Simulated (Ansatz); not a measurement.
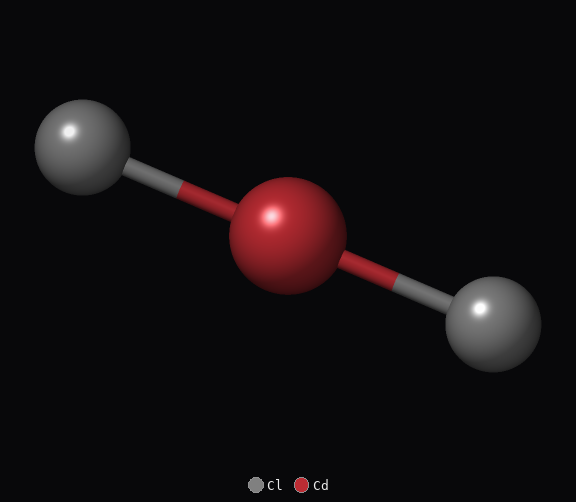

The species is neutral and a spin singlet. Computed geometry: PBE0-D4/def2-TZVP optimisation.

**Describe the coordination sphere.**

Cd binds 2 atoms: 2 Cl at 2.26 Å. The arrangement is linear.

**What are the formal oxidation state of the metal and its number of d electrons?**

Cd(II), d¹⁰, counting the ligands as closed-shell ions or neutral donors.
